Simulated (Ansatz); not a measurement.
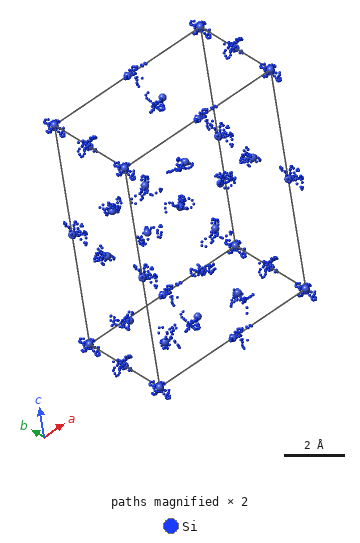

Molecular dynamics of a 16-atom cell of Si, 380 fs long. The cell was cut from the diamond crystal. Dots mark each atom's position at evenly spaced times, in the colour of its element; spheres stand at the starting positions. The excursions are magnified 2 times. Seen slightly off an axis in the reduced simulation cell.

Theory: DFT PBE, scalar-relativistic, plane waves, PAW in Ansatz. Set-up: plane-wave cutoff 420 eV; k-point mesh 3 × 3 × 3; Fermi-Dirac smearing 0.17 eV; low-accuracy preset; volume 1.05 times that of the relaxed crystal; Langevin thermostat (NVT); set temperature 300 K, then to 2000 K over 190 steps; time step 2 fs; friction 0.02 per fs.

**Describe the motion.**

In the second half of the run the atoms are, in the root-mean-square, this far from where they began (common drift taken out): Si 0.24 Å. That is small against the typical shortest distance between atoms in the first frame, about 2.4 Å: the atoms vibrate about their sites and the arrangement holds. Under the programmed temperature the kinetic temperature goes from 262 K (first eighth) to 1327 K (last eighth), with a peak of 1628 K. That is well off the final set point of 2000 K. The potential energy in the second half lies on average 153 meV per atom above the first frame.

Limits of the set-up: the program's low-accuracy preset was used.

The run took of the order of 50 core-minutes on a shared host.
